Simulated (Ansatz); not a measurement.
**Single-point calculation of AlNH$_{4}$Cl$_{2}$**

- system: AlNH$_{4}$Cl$_{2}$
- method: RKS PBE0-D4/def2-TZVPP (Ansatz 0.2.0)

The geometry is a transition state. The reaction was set up to form Al1–H6 and N2–H5 and to break Al1–N2 and H5–H6 (atoms counted from 1 in the order of the input); sticks are drawn by distance alone. The geometry comes from this level: PBE0-D4/def2-TZVP.

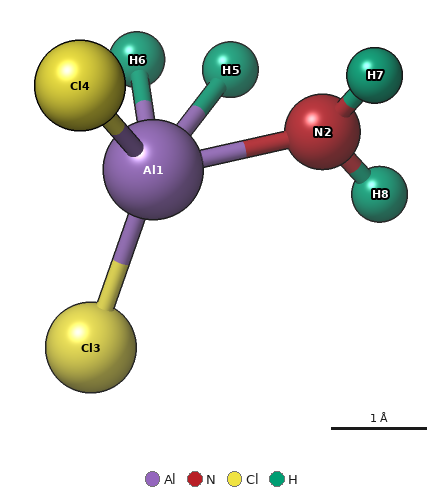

Fig. 1: The input geometry (ball-and-stick view, seen at a tilt; atoms are numbered from 1 in the order of the input). Sticks mark near contacts. Bond lengths as drawn: Al–Cl 2.09 Å, Al–H 1.77 to 1.78 Å, Al–N 1.86 Å and H–N 1.01 Å.

### The input
```yaml
crystal:
  periodic: [false, false, false]
  atoms:
    - {symbol: Al, position_ang: [-0.623045, -0.339077, -0.430660]}
    - {symbol: N, position_ang: [0.580363, 0.214936, 0.879142]}
    - {symbol: Cl, position_ang: [-0.431708, -2.331780, -1.036194]}
    - {symbol: Cl, position_ang: [-2.476031, 0.630561, -0.411019]}
    - {symbol: H, position_ang: [0.836182, 0.669583, -0.438674]}
    - {symbol: H, position_ang: [0.511174, 0.645928, -1.389128]}
    - {symbol: H, position_ang: [0.337600, 0.927074, 1.555069]}
    - {symbol: H, position_ang: [1.265366, -0.417427, 1.271364]}
basis:
  gaussian: {orbitals: def2-TZVPP}
hamiltonian: {xc: pbe0, dispersion: d4}
output: {orbitals: {seedname: orbitals}}
```

Command:
```bash
ansatz run in.yaml --threads 4 --pin off --events-out ev --progress --plain --max-ram 9574MiB
```

### The program's output
```
Functional definition: PBE0
  name "PBE0"
  cite "Adamo & Barone, J. Chem. Phys. 110, 6158 (1999) doi:10.1063/1.478522"
  cite "Perdew, Burke & Ernzerhof, Phys. Rev. Lett. 77, 3865 (1996) doi:10.1103/PhysRevLett.77.3865"
  parent pbe
  parameter a = 0.25
  parameter kappa = 0.804
  parameter beta = 0.06672455060314922
  exchange = (1 - a)*pbe_x(kappa = kappa, mu = beta*pi^2/3) + a*exact_x
  correlation = pbe_c(beta = beta)
1341 factors; their error is unknown
mean field evaluation 1: about -33183.2765 eV, gradient 5.9e1 eV
mean field evaluation 2: about -33173.6915 eV, gradient 8.4e1 eV
mean field evaluation 4: about -33189.6090 eV, gradient 3.4e0 eV
mean field evaluation 8: about -33189.6304 eV, gradient 3.1e-2 eV
mean field evaluation 16: about -33189.7054 eV, gradient 2.6e-5 eV
mean field -33189.70541614 eV, -1219.6991772529 hartree, gradient 2.6e-5 eV, S^2 0.000000; 0 other end points of the search recorded, 0 dependent functions left out
reference -33189.70544618 eV, -1219.6991783569 hartree; 29, 29 occupied and 184, 184 virtual orbitals, 1341 factors
Total energy: -33189.86602107 eV, -1219.7050793751 hartree
```

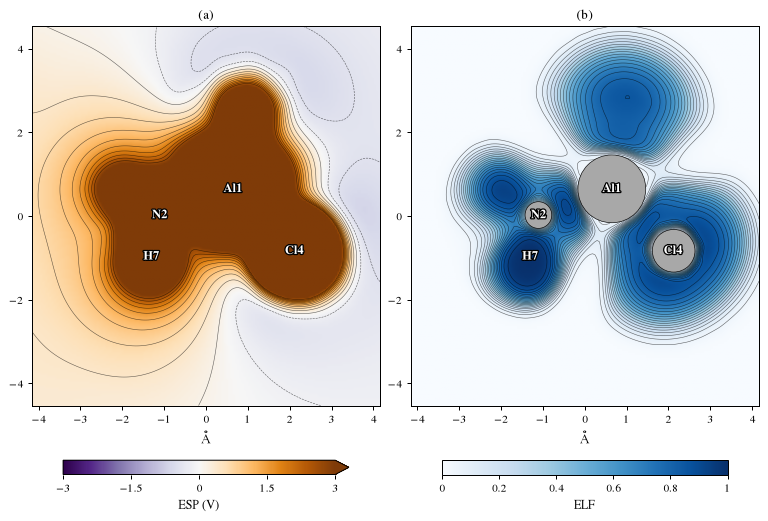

Fig. 2: (a) electrostatic potential; (b) ELF on the plane of atoms N2, Al1 and Cl4. Grey discs, where drawn, cover atomic cores. The section cuts through Al, N, Cl and H sites. Al–N (1.86 Å): the ELF peaks at about 0.90 in the valence shell of N, 0.7 Å from its nucleus, and is about 0.70 at the midpoint. Al–Cl (2.09 Å): the ELF peaks at about 0.90 in the valence shell of Cl, 0.9 Å from its nucleus, and is about 0.80 at the midpoint. N–H (1.01 Å): the ELF climbs to about 1 towards the hydrogen, as it does in any bond to H (a covalent bond by its length).

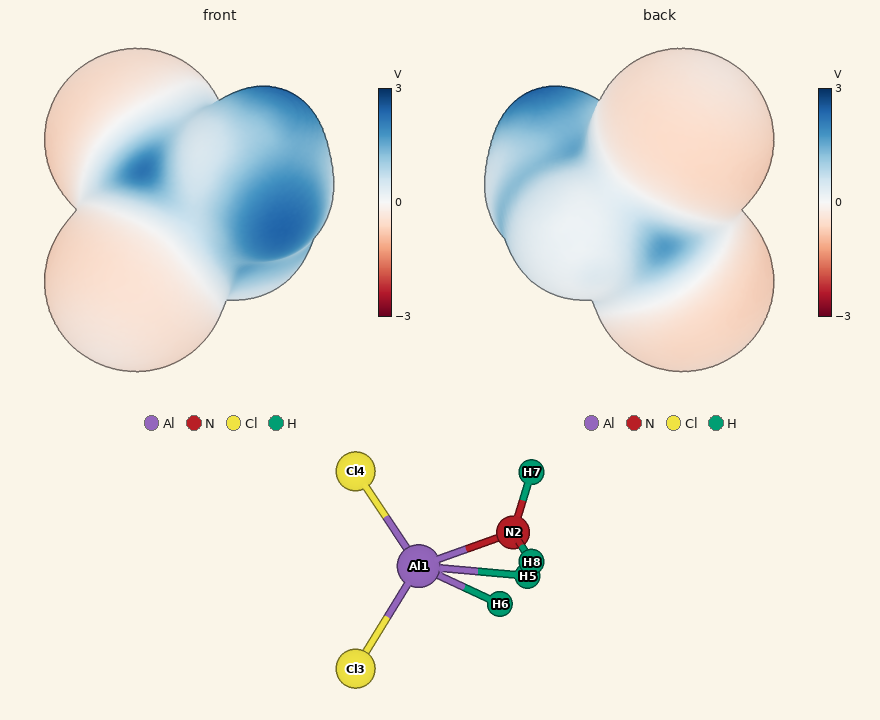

Fig. 3: The electrostatic potential painted on the density surface at 0.002 e/bohr³, seen at a tilt and from behind; the colour scale runs from red (negative) to blue (positive). The bare structure is drawn below in the same view. A positive charge is drawn to the negative regions and a negative charge to the positive ones.

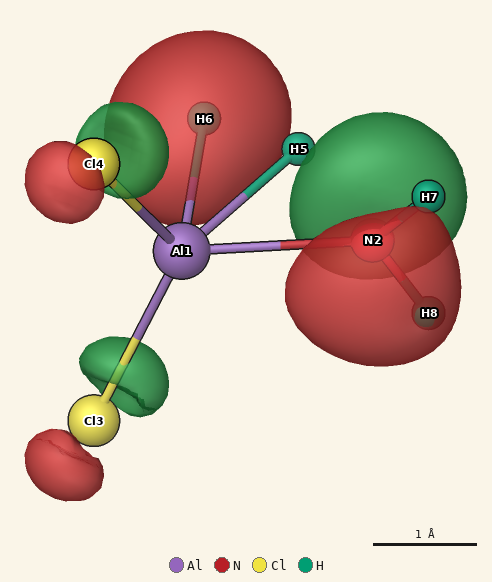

Fig. 4: The HOMO at ±0.15 Å⁻³ᐟ² (green and red are the two phases), seen at an oblique angle. Its weight (Hirshfeld) is mainly on N2 (40 %), H6 (20 %) and Al1 (10 %). Its energy is −8.21 eV.

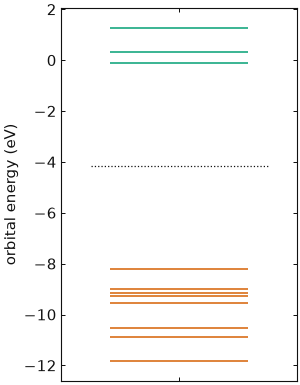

Fig. 5: Orbital energies near the frontier; the dotted line parts filled from empty levels, and levels within 0.02 eV of each other stand side by side. Highest filled −8.21 eV, lowest empty −0.09 eV, 8.12 eV apart.

### Key numbers

```json
{"quantity": "outcome", "value": "converged"}
{"quantity": "total energy", "value": "−33189.8660 eV"}
{"quantity": "mean-field energy", "value": "−33189.7054 eV"}
{"quantity": "dispersion energy", "value": "−0.1606 eV"}
{"quantity": "SCF solution under orbital rotations", "value": "stable"}
{"quantity": "HOMO", "value": "−8.21 eV"}
{"quantity": "LUMO", "value": "−0.09 eV"}
{"quantity": "hardware", "value": "4 threads of Arm Neoverse V2, 23 GiB of memory available, shared host"}
{"quantity": "wall time", "value": "2.4 s (CPU time 8.8 s)"}
{"quantity": "peak memory", "value": "0.52 GiB"}
```
